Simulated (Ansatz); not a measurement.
## Fields on a plane of Al2O3 (corundum)

```
Al2O3
1.0
    2.40439     1.38817     4.37461
   -2.40439     1.38817     4.37461
    0.00000    -2.77635     4.37461
Al O
4 6
Direct
  0.85215   0.85215   0.85215
  0.64785   0.64785   0.64785
  0.14785   0.14785   0.14785
  0.35215   0.35215   0.35215
  0.05618   0.44382   0.75000
  0.75000   0.05618   0.44382
  0.44382   0.75000   0.05618
  0.94382   0.55618   0.25000
  0.25000   0.94382   0.55618
  0.55618   0.25000   0.94382
```

The slice is a (-1 1 0 4) plane (indices of the conventional cell) through the point (0.148, 0.148, 0.148) (fractional), spanned by u = [1 0 -1] and v = [1 -1 1] in vectors of this cell: u (4.81 Å) and v (7.07 Å, at 90° to u). It covers one period; positions are fractions (u, v).

Atoms on it: Al at (0.00, 0.50); Al at (0.00, 0.00). Other atoms lie within 1 Å of the plane.

Computed with PBE (plane waves to 420 eV, PAW, scalar-relativistic; Ansatz, an electronic-structure program). k mesh 8×8×8. Inside the PAW spheres the values are not all-electron values, and peaks at nuclei hang on which shells count as valence. Al2O3 was relaxed with its symmetry unable to fall.

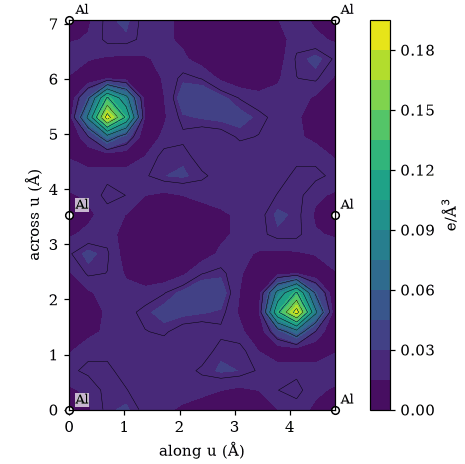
Density of the lowest conduction band (whole band as if filled, smooth part) in e/Å³, one period of the plane, atoms marked. 

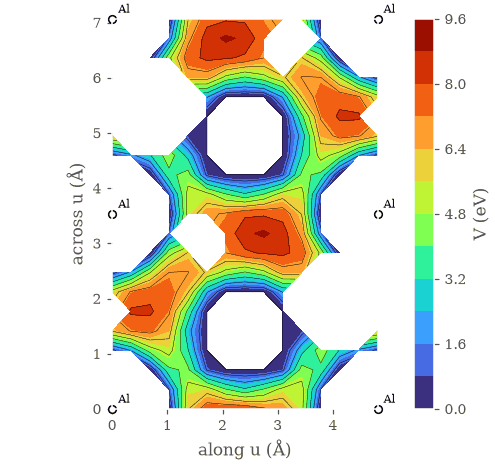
Figure. Electrostatic potential energy of an electron, from the cell's mean, in eV, one period of the plane, atoms marked. Points within 0.8 Å of a nucleus are left white, as the pseudised field means little there. Values under 0 eV are set to 0. The zero, the cell's mean, hangs on the PAW cores.
